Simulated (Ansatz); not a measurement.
The starting structures come from a database of crystals and need not be the phases stable at ambient conditions.

 Where the default PAW files enter, the runs use the earlier of Ansatz's two default sets.

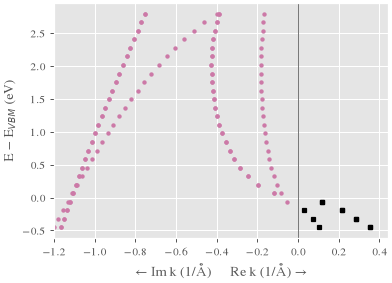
Figure. Complex bands at the centre of the two-dimensional zone; r2SCAN (Ansatz, an electronic-structure program)

The gap is the functional's own. No spin-orbit coupling. Mid-gap values are interpolated on the energy grid.

Problem. This is BeTe (P6_3mc, wurtzite, not sure to be the ambient phase, 4 atoms a cell, 22.8 Å³ an atom) along the normal of (001). Read off the slowest decay at the centre of the two-dimensional zone at 1.24 eV, the computed energy nearest the middle of the gap.

Solution. κ ≈ 0.17 1/Å, a decay length 1/(2κ) of the density of 2.9 Å.
